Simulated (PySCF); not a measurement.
```xyz
2

Cu    0.0000    0.0000   -0.0232
H     0.0000    0.0000    1.4478
```

These are results of PySCF, PBE0/cc-pVDZ(-PP), non-relativistic Hamiltonian with scalar-relativistic core potentials where named, at a bond length of 1.471 Å, not measurements.

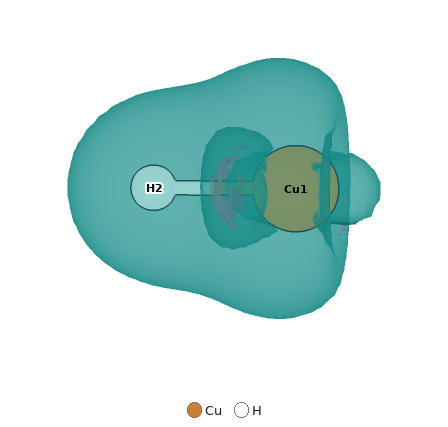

CuH (charge +1, doublet). Isosurfaces of the spin density at +0.02 (teal) and −0.02 e/Å³ (pink), seen from one side.

Q: Which atoms carry the spin?

A: The unpaired spin (1 electron) lies mostly on Cu1 (about 0.8) and H2 (about 0.2), in electrons by Hirshfeld's partition.
